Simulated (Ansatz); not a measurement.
# MgSn2O3: from a guess to a relaxed structure, part 2 of 2

Aim: relax a trial structure of MgSn2O3 and see where it ends.

Ansatz 0.2.0; DFT PBE, scalar-relativistic, plane waves, PAW. Earlier steps stand in the parts before.

## Step 5: Final relaxation

The end of the coarse run is made exact in the group found at a tolerance of 0.06 Å and reduced to its primitive cell.

Input file input.yaml:

```yaml
crystal:
  lattice:
    - [3.5159124465, 0.0, 0.0]
    - [0.0, 3.5159124465, 0.0]
    - [0.0, 0.0, 9.0234361055]
  atoms:
    - { symbol: Mg, position: [0.0, 0.0, 0.5] }
    - { symbol: Sn, position: [0.0, 0.5, 0.1415050043] }
    - { symbol: Sn, position: [0.5, 0.0, 0.8584949957] }
    - { symbol: O, position: [0.5, 0.5, 0.0] }
    - { symbol: O, position: [0.0, 0.0, 0.0] }
    - { symbol: O, position: [0.5, 0.5, 0.5] }
basis:
  ecutwfc: 420
kpoints:
  mp_grid: { grid: [8, 8, 4] }
hamiltonian:
  xc: pbe
scf:
  occupations: { method: gaussian, width: 0.02 }
output:
  forces: true
  stress: true
  eigenvalues: true
relax:
  adjacent_minimum: "off"
  f_tol: 0.01
  max_steps: 80
  cell: { stress_tol: 0.05 }
```

Started as:

```
ansatz run input.yaml --threads 1 --pin off --max-ram 2560MiB --backend cpu --events-out ev --progress --plain --runs-dir out
```

The log of the run:

```text
Warning: RAYON_NUM_THREADS=1 ignored (pool sized by the plan → 1); use --threads N
Engine: ansatz 0.2.0, aarch64-unknown-linux-gnu
Pseudopotentials: kind: paw
Pseudopotential: Mg, paw, valence charge 10, recommended cutoff 420 eV (normal), Mg.paw.azcp
Pseudopotential: Sn, paw, valence charge 14, recommended cutoff 420 eV (normal), Sn.paw.azcp
Pseudopotential: O, paw, valence charge 6, recommended cutoff 420 eV (normal), O.paw.azcp
Functional definition: PBE
  parameter kappa = 0.804
  parameter beta = 0.06672455060314922
  exchange = pbe_x(kappa = kappa, mu = beta*pi^2/3)
  correlation = pbe_c(beta = beta)
Crystal: 6 atoms, lattice volume = 111.544 Å³
Basis set: ecut = 420 eV, 2147 PW (Γ), exchange–correlation on 48×48×128 points (8 copies of the dense FFT grid, shifted against one another)
Bands: 34, of which v1, the nominal top of the filled ones, is band 28 counted from 1 (27 counted from 0)
Symmetry: 8 space group operations
Space group: P-4m2 (ITA 115), of the structure as read, at distance tolerance 4.8e-5 Å
k-points: 45 of 256 (time reversal used)
Non-local potential: Mg, projectors of the file, l = 0: 3, l = 1: 2, l = 2: 1
Non-local potential: Sn, projectors of the file, l = 0: 2, l = 1: 2, l = 2: 2, l = 3: 2
Non-local potential: O, projectors of the file, l = 0: 2, l = 1: 2, l = 2: 1
PAW form: soft (Blöchl's): semilocal exchange-correlation on the pseudo side does not see the compensation charge
PAW one-centre angular grid: Mg, 110 points (default); XC on 64 Gauss nodes
PAW one-centre angular grid: Sn, 590 points (default); XC on 64 Gauss nodes
PAW one-centre angular grid: O, 110 points (default); XC on 64 Gauss nodes
Initial density: superposition of atomic densities (neutral atoms: chi_scale 0, normalization atom), corrected by the library's trained network
Initial wavefunctions: pseudopotential atomic-orbital guess
Functional: x = pbe(κ = 0.804, μ = 0.2195149727645171), c = pbe(β = 0.06672455060314922)
SCF iter   1: F=—  HF=-15673.757420 eV  |F-HF|=—  |Δ(HF+E_count)|=         —  Δρ=5.81e-3  dr2=6.24e-2  ethr=1.77e-3  ⟨swp⟩=6.4  Hψ=6658  notcnv=0  defer=1
preconditioner: auto → Resta (q_TF=auto, 2.432 Å⁻¹)  ε∞=3.1  [insulator: Δε(μ)=0.935 eV  Ē_g=16.770 eV  σ=0.020 eV  W_gap=1.00  n_scr=26 (ndim 8)  ℏωp=24.4 eV  f_vac=0.049  D(μ)=0.00/eV (n_scr^D=0)  ε∞_Penn≈3.1]
SCF iter   2: F=—  HF=-15673.752742 eV  |F-HF|=—  |Δ(HF+E_count)|=   4.68e-3  Δρ=5.48e-3  dr2=2.88e-2  ethr=1.11e-4  ⟨swp⟩=2.2  Hψ=2650  notcnv=0  defer=59
SCF iter   3: F=—  HF=-15673.748817 eV  |F-HF|=—  |Δ(HF+E_count)|=   3.92e-3  Δρ=1.51e-3  dr2=5.21e-3  ethr=5.14e-5  ⟨swp⟩=2.0  Hψ=2208  notcnv=0  defer=63
SCF iter   4: F=—  HF=-15673.748915 eV  |F-HF|=—  |Δ(HF+E_count)|=   9.72e-5  Δρ=3.43e-4  dr2=2.36e-4  ethr=9.30e-6  ⟨swp⟩=2.0  Hψ=2073  notcnv=0  defer=63
SCF iter   5: F=—  HF=-15673.749042 eV  |F-HF|=—  |Δ(HF+E_count)|=   1.28e-4  Δρ=1.62e-4  dr2=3.48e-5  ethr=4.22e-7  ⟨swp⟩=2.1  Hψ=2735  notcnv=0  defer=63
SCF iter   6: F=—  HF=-15673.748930 eV  |F-HF|=—  |Δ(HF+E_count)|=   1.12e-4  Δρ=1.51e-4  dr2=2.22e-5  ethr=6.21e-8  ⟨swp⟩=2.0  Hψ=2083  notcnv=0  defer=63
SCF iter   7: F=—  HF=-15673.748928 eV  |F-HF|=—  |Δ(HF+E_count)|=   2.81e-6  Δρ=3.04e-5  dr2=8.21e-7  ethr=3.96e-8  ⟨swp⟩=2.0  Hψ=2010  notcnv=0  defer=63
SCF iter   8: F=—  HF=-15673.748929 eV  |F-HF|=—  |Δ(HF+E_count)|=   1.14e-6  Δρ=2.16e-5  dr2=5.34e-7  ethr=1.47e-9  ⟨swp⟩=2.9  Hψ=2859  notcnv=0  defer=63
SCF iter   9: F=-15673.748929 eV  HF=-15673.748929 eV  |F-HF|=4.19e-8  |Δ(HF+E_count)|=   2.36e-8  Δρ=5.27e-6  dr2=4.53e-8  ethr=1.79e-10  ⟨swp⟩=9.2  Hψ=7618  notcnv=0
SCF 1 converged in 9 iterations: F = -15673.748929 eV  dr2 = 4.53e-8
relax step   1: F+E_penalty+E_count = -15673.74892878 eV  Δ(F+E_penalty+E_count) = +0.000e0 eV  max|allowed force component| = 3.929e-3 eV/Å  Δτ_max = 0.0000 Å  P = +0.024 GPa  Ω = 111.544 Å³  (9 SCF iters, dr2 threshold 1.00e-7 eV, accepted)
Crystal: 6 atoms, lattice volume = 112.037 Å³
Basis set: ecut = 420 eV, 2171 PW (Γ), exchange–correlation on 48×48×128 points (8 copies of the dense FFT grid, shifted against one another)
Initial density: handed on by an earlier stage of this run
Initial wavefunctions: those handed on with the density
iter 1 solved again at ethr=8.07e-7 eV; its pass at ethr=3.10e-3 eV (dr2=4.52e-4 eV) is discarded
SCF iter   1: F=—  HF=-15673.748370 eV  |F-HF|=—  |Δ(HF+E_count)|=         —  Δρ=4.91e-4  dr2=5.17e-4  ethr=8.07e-7  ⟨swp⟩=3.0  Hψ=8138  notcnv=0
preconditioner: auto → Resta (q_TF=auto, 2.431 Å⁻¹)  ε∞=3.1  [insulator: Δε(μ)=0.883 eV  Ē_g=16.768 eV  σ=0.020 eV  W_gap=1.00  n_scr=26 (ndim 8)  ℏωp=24.3 eV  f_vac=0.062  D(μ)=0.00/eV (n_scr^D=0)  ε∞_Penn≈3.1]
SCF iter   2: F=—  HF=-15673.748264 eV  |F-HF|=—  |Δ(HF+E_count)|=   1.06e-4  Δρ=2.37e-4  dr2=8.80e-5  ethr=8.07e-7  ⟨swp⟩=2.0  Hψ=2219  notcnv=0
SCF iter   3: F=—  HF=-15673.748103 eV  |F-HF|=—  |Δ(HF+E_count)|=   1.61e-4  Δρ=1.39e-4  dr2=2.27e-5  ethr=1.57e-7  ⟨swp⟩=2.0  Hψ=1988  notcnv=0
SCF iter   4: F=—  HF=-15673.748102 eV  |F-HF|=—  |Δ(HF+E_count)|=   7.21e-7  Δρ=3.75e-5  dr2=2.23e-6  ethr=4.05e-8  ⟨swp⟩=2.0  Hψ=2060  notcnv=0
SCF iter   5: F=—  HF=-15673.748102 eV  |F-HF|=—  |Δ(HF+E_count)|=   1.17e-7  Δρ=2.17e-5  dr2=5.85e-7  ethr=3.98e-9  ⟨swp⟩=2.0  Hψ=2072  notcnv=0
SCF iter   6: F=—  HF=-15673.748102 eV  |F-HF|=—  |Δ(HF+E_count)|=   2.33e-8  Δρ=1.30e-5  dr2=2.12e-7  ethr=1.04e-9  ⟨swp⟩=2.0  Hψ=2111  notcnv=0
SCF iter   7: F=-15673.748102 eV  HF=-15673.748102 eV  |F-HF|=3.20e-9  |Δ(HF+E_count)|=   1.43e-8  Δρ=4.86e-6  dr2=2.91e-8  ethr=1.01e-10  ⟨swp⟩=3.5  Hψ=5848  notcnv=0
SCF 2 converged in 7 iterations: F = -15673.748102 eV  dr2 = 2.91e-8
relax step   2: F+E_penalty+E_count = -15673.74810212 eV  Δ(F+E_penalty+E_count) = +8.267e-4 eV  max|allowed force component| = 1.417e-3 eV/Å  Δτ_max = 0.0060 Å  P = -0.013 GPa  Ω = 112.037 Å³  energy of the carried Pulay correction = -1.230e-3 eV  (7 SCF iters, dr2 threshold 5.63e-8 eV, accepted)
Crystal: 6 atoms, lattice volume = 112.288 Å³
Basis set: ecut = 420 eV, 2187 PW (Γ), exchange–correlation on 48×48×128 points (8 copies of the dense FFT grid, shifted against one another)
iter 1 solved again at ethr=3.09e-7 eV; its pass at ethr=3.10e-3 eV (dr2=1.73e-4 eV) is discarded
SCF iter   1: F=—  HF=-15673.747777 eV  |F-HF|=—  |Δ(HF+E_count)|=         —  Δρ=3.27e-4  dr2=2.09e-4  ethr=3.09e-7  ⟨swp⟩=3.0  Hψ=8135  notcnv=0
preconditioner: auto → Resta (q_TF=auto, 2.430 Å⁻¹)  ε∞=3.1  [insulator: Δε(μ)=0.896 eV  Ē_g=16.762 eV  σ=0.020 eV  W_gap=1.00  n_scr=26 (ndim 8)  ℏωp=24.3 eV  f_vac=0.063  D(μ)=0.00/eV (n_scr^D=0)  ε∞_Penn≈3.1]
SCF iter   2: F=—  HF=-15673.747741 eV  |F-HF|=—  |Δ(HF+E_count)|=   3.56e-5  Δρ=1.72e-4  dr2=4.59e-5  ethr=3.09e-7  ⟨swp⟩=2.3  Hψ=2158  notcnv=0
SCF iter   3: F=—  HF=-15673.747590 eV  |F-HF|=—  |Δ(HF+E_count)|=   1.52e-4  Δρ=1.47e-4  dr2=2.39e-5  ethr=8.20e-8  ⟨swp⟩=2.0  Hψ=2063  notcnv=0
SCF iter   4: F=—  HF=-15673.747588 eV  |F-HF|=—  |Δ(HF+E_count)|=   1.87e-6  Δρ=4.85e-5  dr2=2.73e-6  ethr=4.27e-8  ⟨swp⟩=2.0  Hψ=2070  notcnv=0
SCF iter   5: F=—  HF=-15673.747589 eV  |F-HF|=—  |Δ(HF+E_count)|=   1.75e-6  Δρ=1.75e-5  dr2=4.88e-7  ethr=4.88e-9  ⟨swp⟩=2.0  Hψ=2078  notcnv=0
SCF iter   6: F=—  HF=-15673.747589 eV  |F-HF|=—  |Δ(HF+E_count)|=   4.62e-8  Δρ=5.90e-6  dr2=4.70e-8  ethr=8.71e-10  ⟨swp⟩=2.1  Hψ=2005  notcnv=0
SCF iter   7: F=-15673.747590 eV  HF=-15673.747590 eV  |F-HF|=2.01e-9  |Δ(HF+E_count)|=   4.20e-8  Δρ=2.13e-6  dr2=5.79e-9  ethr=2.19e-11  ⟨swp⟩=5.1  Hψ=5743  notcnv=0
SCF 3 converged in 7 iterations: F = -15673.747590 eV  dr2 = 5.79e-9
relax step   3: F+E_penalty+E_count = -15673.74758951 eV  Δ(F+E_penalty+E_count) = +5.126e-4 eV  max|allowed force component| = 1.393e-2 eV/Å  Δτ_max = 0.0034 Å  P = -0.001 GPa  Ω = 112.288 Å³  energy of the carried Pulay correction = -1.836e-3 eV  (7 SCF iters, dr2 threshold 1.23e-8 eV, accepted)
[... 10 lines left out ...]
relax step   4: F+E_penalty+E_count = -15673.74740973 eV  Δ(F+E_penalty+E_count) = +1.798e-4 eV  max|allowed force component| = 9.916e-3 eV/Å  Δτ_max = 0.0014 Å  P = +0.016 GPa  Ω = 112.361 Å³  energy of the carried Pulay correction = -2.026e-3 eV  (6 SCF iters, dr2 threshold 1.21e-8 eV, accepted)
[... 10 lines left out ...]
relax step   5: F+E_penalty+E_count = -15673.74950108 eV  Δ(F+E_penalty+E_count) = -2.091e-3 eV  max|allowed force component| = 9.712e-3 eV/Å  Δτ_max = 0.0000 Å  P = +0.046 GPa  Ω = 112.361 Å³  stress off target by 9.04e-2 GPa  SCF on the basis re-selected at this cell (its energy is not comparable with the rows above)  (6 SCF iters)
[... 13 lines left out ...]
relax step   6: F+E_penalty+E_count = -15673.74895176 eV  Δ(F+E_penalty+E_count) = +5.493e-4 eV  max|allowed force component| = 5.054e-4 eV/Å  Δτ_max = 0.0024 Å  P = +0.002 GPa  Ω = 112.605 Å³  energy of the carried Pulay correction = -6.083e-4 eV  (7 SCF iters, dr2 threshold 2.04e-8 eV, accepted)
iter 1 solved again at ethr=9.60e-8 eV; its pass at ethr=3.10e-3 eV (dr2=5.37e-5 eV) is discarded
SCF iter   1: F=—  HF=-15673.749574 eV  |F-HF|=—  |Δ(HF+E_count)|=         —  Δρ=3.14e-5  dr2=5.31e-8  ethr=9.60e-8  ⟨swp⟩=3.6  Hψ=10974  notcnv=0
preconditioner: auto → Resta (q_TF=auto, 2.428 Å⁻¹)  ε∞=3.1  [insulator: Δε(μ)=0.893 eV  Ē_g=16.754 eV  σ=0.020 eV  W_gap=1.00  n_scr=26 (ndim 8)  ℏωp=24.2 eV  f_vac=0.063  D(μ)=0.00/eV (n_scr^D=0)  ε∞_Penn≈3.1]
SCF iter   2: F=—  HF=-15673.749445 eV  |F-HF|=—  |Δ(HF+E_count)|=   1.29e-4  Δρ=1.61e-5  dr2=1.94e-8  ethr=9.48e-11  ⟨swp⟩=3.0  Hψ=3204  notcnv=0
SCF iter   3: F=—  HF=-15673.749450 eV  |F-HF|=—  |Δ(HF+E_count)|=   5.12e-6  Δρ=6.51e-6  dr2=8.14e-9  ethr=3.46e-11  ⟨swp⟩=2.0  Hψ=2070  notcnv=0
SCF iter   4: F=—  HF=-15673.749451 eV  |F-HF|=—  |Δ(HF+E_count)|=   8.35e-7  Δρ=1.01e-6  dr2=1.17e-9  ethr=1.45e-11  ⟨swp⟩=2.0  Hψ=2070  notcnv=0
SCF iter   5: F=—  HF=-15673.749451 eV  |F-HF|=—  |Δ(HF+E_count)|=  3.55e-10  Δρ=3.30e-7  dr2=1.13e-10  ethr=2.09e-12  ⟨swp⟩=2.0  Hψ=2021  notcnv=0
SCF iter   6: F=-15673.749451 eV  HF=-15673.749451 eV  |F-HF|=0.00e0  |Δ(HF+E_count)|=  6.42e-10  Δρ=2.14e-7  dr2=5.18e-11  ethr=1.00e-12  ⟨swp⟩=5.1  Hψ=5674  notcnv=0
SCF 7 converged in 6 iterations: F = -15673.749451 eV  dr2 = 5.18e-11
relax step   7: F+E_penalty+E_count = -15673.74945079 eV  Δ(F+E_penalty+E_count) = -4.990e-4 eV  max|allowed force component| = 6.309e-4 eV/Å  Δτ_max = 0.0000 Å  P = +0.010 GPa  Ω = 112.605 Å³  stress off target by 2.53e-2 GPa  SCF on the basis re-selected at this cell (its energy is not comparable with the rows above)  (6 SCF iters)
basis re-selected at this cell: Δ(F+E_penalty+E_count) = -4.990e-4 eV, ΔP = +0.008 GPa vs the last step (what re-selecting the basis moved, of the pressure what is left beyond the Pulay correction that the steps carried, after the strain that the cell walked since its last selection, with what the two solves' SCF thresholds leave and, on support functions, any second-order correction that the steps lacked; it is no measure of the basis error at this ecutwfc). This SCF's stress stands 2.53e-2 GPa from its target on what of the cell is left free (relax.cell.stress_tol is 5.00e-2 GPa) and its largest allowed force component is 6.31e-4 eV/Å (relax.f_tol is 1.00e-2 eV/Å): within both
SCF converged after 6 iterations
Free energy (F): -15673.749451 eV
Harris-Foulkes:  -15673.749451 eV  (|F-HF|=0.00e0)
Internal energy: -15673.749451 eV  (E = F + TS)
E sigma→0 (E₀):  -15673.749451 eV
Fermi energy:    7.089675 eV
--- Per-component energies (eV) ---
  E_band       = -640.634950
  E_kinetic    = 973.556518
  E_local      = -5962.193438  (includes V_loc(G=0)·N_el)
  E_nonlocal   = 175.726129
  E_hartree    = 2766.379155
  E_xc         = -1014.458294
  E_vxc        = -510.520209  (∫ρ·V_xc dr)
  E_paw        = -9041.538528  (= ΣΔE_a)
  E_vpaw       = -849.969363  (= ΣTr[D̂ρ^β])
  E_aug_tail   = 0.007153  (compensation charges beyond the density's cutoff)
  E_ewald      = -3571.228146
  E_smearing   = -0.000000  (= −TS)
  E_closure    = -0.000000  (closes the sum)
  Σ components = -15673.749451   (vs F -15673.749451, Δ=0.00e0)
--- Forces (eV/Å), atoms counted from 1 ---
  atom   1  Mg    -0.00000000     0.00000000     0.00000000
  atom   2  Sn    -0.00000000     0.00000000    -0.00063088
  atom   3  Sn    -0.00000000     0.00000000     0.00063088
  atom   4  O     -0.00000000     0.00000000     0.00000000
  atom   5  O      0.00000000     0.00000000    -0.00000000
  atom   6  O      0.00000000     0.00000000    -0.00000000
  max |Σ_I F_I| component: 9.45e-17 eV/Å
--- Stress (GPa, compression-positive) ---
        0.003005       0.000000      -0.000000
        0.000000       0.003005      -0.000000
       -0.000000       0.000000       0.025342
  P = ⅓ Tr σ = 0.0105 GPa (0.105 kbar)
--- Band table (eV; the first three rows and the last of 45) ---
  k-point 0: bands = ["-69.2100", "-36.0648", "-35.9092", "-35.9092", "-14.9900", "-14.5919", "-14.4392", "-14.4392", "-14.4316", "-14.4076", "-14.3729", "-14.3337", "-14.3337", "-14.3283", "-13.8268", "-10.2184", "-8.7491", "-2.3607", "0.8948", "0.8948", "1.4125", "3.4838", "4.1324", "4.6671", "4.6671", "5.8582", "5.8582", "6.6328", "7.5359", "10.5158", "11.6693", "11.8252", "11.8252", "13.0466"]
  k-point 1: bands = ["-69.2100", "-36.0648", "-35.9092", "-35.9092", "-14.9900", "-14.5919", "-14.4391", "-14.4391", "-14.4316", "-14.4076", "-14.3729", "-14.3337", "-14.3337", "-14.3283", "-13.8268", "-10.2184", "-8.7493", "-2.3548", "0.8947", "0.8947", "1.3657", "3.4835", "4.3133", "4.6667", "4.6667", "5.8576", "5.8576", "6.1670", "8.0327", "10.4061", "11.2563", "11.8410", "11.8410", "13.5447"]
  k-point 2: bands = ["-69.2100", "-36.0648", "-35.9092", "-35.9092", "-14.9900", "-14.5919", "-14.4391", "-14.4391", "-14.4316", "-14.4076", "-14.3729", "-14.3337", "-14.3337", "-14.3283", "-13.8268", "-10.2184", "-8.7495", "-2.3487", "0.8947", "0.8947", "1.3212", "3.4833", "4.5467", "4.6662", "4.6662", "5.7814", "5.8571", "5.8571", "8.4568", "10.1782", "11.0213", "11.8571", "11.8571", "13.8249"]
  k-point 44: bands = ["-69.2096", "-36.0641", "-35.9134", "-35.9134", "-15.0249", "-15.0134", "-14.5000", "-14.5000", "-14.4042", "-14.4042", "-14.3576", "-14.3480", "-14.2831", "-14.2831", "-11.3007", "-11.2755", "-8.4647", "-2.0909", "-2.0909", "1.1581", "1.2200", "4.3154", "4.3154", "5.3565", "5.3565", "5.3884", "5.3884", "6.1774", "8.1198", "8.9476", "9.0241", "10.9781", "11.5706", "11.5706"]
--- Relaxed structure (5 steps of the walk, 5 accepted, 2 SCFs on fresh bases) ---
  F+E_penalty+E_count = -15673.74945079 eV   max|allowed force component| = 6.309e-4 eV/Å   (the final SCF, on the basis selected at the relaxed cell)
  cell:  # Å, volume = 112.6051 Å³
    - [3.512684270485187, 0.0, 3.235368029967068e-33]
    - [0.0, 3.512684270485187, 0.0]
    - [8.303431083799387e-33, 0.0, 9.12598933312278]
  atoms:
    - { symbol: Mg, position: [2.75530968636929e-32, 0.0, 0.4999999999999999] }
    - { symbol: Sn, position: [-1.1174615825434096e-32, 0.5, 0.14004118604922688] }
    - { symbol: Sn, position: [0.5, 0.0, 0.8599588139507728] }
    - { symbol: O, position: [0.5, 0.5, 1.602053674172092e-20] }
    - { symbol: O, position: [-1.1174615825434096e-32, 0.0, 1.6020536741720922e-20] }
    - { symbol: O, position: [0.5, 0.5, 0.4999999999999999] }
```

Run time: 2 min. Hardware: 1 thread of Arm Neoverse V1, shared host; peak memory 0.43 GiB.

Step by step:

```csv
step,E - E(step 1) (eV/cell),largest force component (eV/Å),pressure (GPa),volume (Å³)
1,0.0000,0.0039,0.02,111.54
2,0.0008,0.0014,-0.01,112.04
3,0.0013,0.0139,0.00,112.29
4,0.0015,0.0099,0.02,112.36
5,-0.0006,0.0097,0.05,112.36
6,0.0000,0.0005,0.00,112.61
7,-0.0005,0.0006,0.01,112.61
```

Step 1 is the start. Steps 5, 7 each repeat the geometry before them on a plane-wave basis chosen anew, so the energy can jump there without any move.

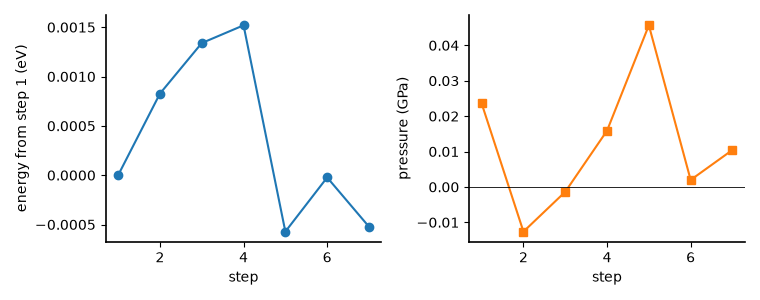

Energy and pressure along the relaxation.

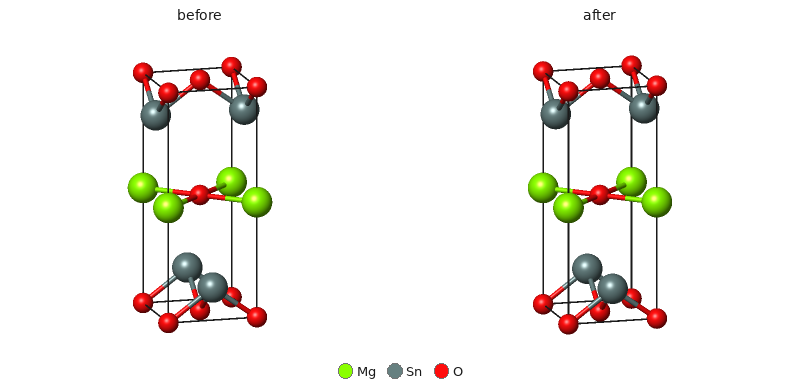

Before and after, at one scale.

|  | before | after | change |
| --- | --- | --- | --- |
| a (Å) | 3.516 | 3.513 | -0.1 % |
| b (Å) | 3.516 | 3.513 | -0.1 % |
| c (Å) | 9.023 | 9.126 | +1.1 % |
| volume (Å³/atom) | 18.59 | 18.77 | +1.0 % |
| shortest distance (Å) | 2.173 | 2.172 | 0.0 % |
| space group (0.01 Å) | P-4m2 | P-4m2 | same |

The run keeps the 8 symmetry operations of the start, so it could not have lowered the symmetry.

## Step 6: Variant: n_extra_bands 32

Input file input.yaml:

```yaml
crystal:
  lattice:
    - [3.5126842705, 0.0, 0.0]
    - [0.0, 3.5126842705, 0.0]
    - [0.0, 0.0, 9.1259893331]
  atoms:
    - { symbol: Mg, position: [0.0, 0.0, 0.5] }
    - { symbol: Sn, position: [0.0, 0.5, 0.140041186] }
    - { symbol: Sn, position: [0.5, 0.0, 0.859958814] }
    - { symbol: O, position: [0.5, 0.5, 0.0] }
    - { symbol: O, position: [0.0, 0.0, 0.0] }
    - { symbol: O, position: [0.5, 0.5, 0.5] }
basis:
  ecutwfc: 420
kpoints:
  mp_grid: { grid: [8, 8, 4] }
hamiltonian:
  xc: pbe
scf:
  occupations: { method: gaussian, width: 0.02 }
  n_extra_bands: 32
output:
  forces: true
  eigenvalues: true
  stress: true
```

Started as:

```
ansatz run input.yaml --threads 1 --pin off --max-ram 2560MiB --backend cpu --events-out ev --progress --plain --runs-dir out
```

The log of the run, shortened:

```text
Warning: RAYON_NUM_THREADS=1 ignored (pool sized by the plan → 1); use --threads N
scf.n_extra_bands = 32 over 28 filled bands (N_el = 56.0): the run solves 60 bands
[...]
[... 5 set-up lines as earlier in the session ...]
[...]
Crystal: 6 atoms, lattice volume = 112.605 Å³
Basis set: ecut = 420 eV, 2195 PW (Γ), exchange–correlation on 48×48×128 points (8 copies of the dense FFT grid, shifted against one another)
Bands: 60, of which v1, the nominal top of the filled ones, is band 28 counted from 1 (27 counted from 0)
[... 2 set-up lines as earlier in the session ...]
[...]
SCF iter   9: F=-15673.749451 eV  HF=-15673.749451 eV  |F-HF|=1.42e-8  |Δ(HF+E_count)|=   1.83e-8  Δρ=5.11e-6  dr2=2.95e-8  ethr=1.79e-10  ⟨swp⟩=14.2  Hψ=18849  notcnv=0
[...]
SCF converged after 9 iterations
Free energy (F): -15673.749451 eV
[...]
E sigma→0 (E₀):  -15673.749451 eV
Fermi energy:    7.089675 eV
[...]
--- Forces (eV/Å), atoms counted from 1 ---
  atom   1  Mg    -0.00000000     0.00000000     0.00000000
  atom   2  Sn    -0.00000000     0.00000000    -0.00065048
  atom   3  Sn    -0.00000000    -0.00000000     0.00065048
  atom   4  O     -0.00000000    -0.00000000     0.00000000
  atom   5  O      0.00000000     0.00000000    -0.00000000
  atom   6  O      0.00000000     0.00000000    -0.00000000
[...]
--- Stress (GPa, compression-positive) ---
        0.003194       0.000000       0.000000
        0.000000       0.003194       0.000000
        0.000000       0.000000       0.025474
  P = ⅓ Tr σ = 0.0106 GPa (0.106 kbar)
--- Band table (eV; the first three rows and the last of 45) ---
[...]
```

Run time: 30 s. Hardware: 1 thread of Arm Neoverse V1, shared host; peak memory 0.49 GiB.

| run | ending | energy change | pressure (GPa) | gap (eV) | force (eV/Å) | cycles | time |
| --- | --- | --- | --- | --- | --- | --- | --- |
| step 5 | converged | 0 | 0.0 | 0.89 | 0.00 | - | 2 min |
| variant | converged | 0.0 meV/atom | 0.0 | 0.89 | 0.00 | 9 | 30 s |

The changed band count doesn't alter the result here (within 0.5 meV/atom).

## Step 7: Outcome

What follows sums up all 2 parts. Changes of volume or cell count from the first structure of part 1.

```
                                                                       quantity                                                                      value
                                         symmetry at the end (tolerance 0.02 Å)                                                space group P-4m2 (No. 115)
                                                              conventional cell  a = 3.513 Å, b = 3.513 Å, c = 9.126 Å, α = 90.00°, β = 90.00°, γ = 90.00°
                                                                         volume                                                              18.77 Å³/atom
energy over the elements (uncorrected; H, N, O, F and Cl as molecules), grey Sn                                                              -1.10 eV/atom
                                                                gap on the mesh                                                                    0.89 eV
```

In words: The space group P-4m2 (No. 115) is kept, and the volume per atom shrinks by 1.4 % from the first guess. It lies below the elements, which doesn't yet make it stable: competing phases were not computed in this session. No finished test with a distortion of lower symmetry is shown, so the end may be a saddle point. Layers here are held mostly by dispersion, which this level lacks, so their spacing and the stiffness across them are unreliable there.
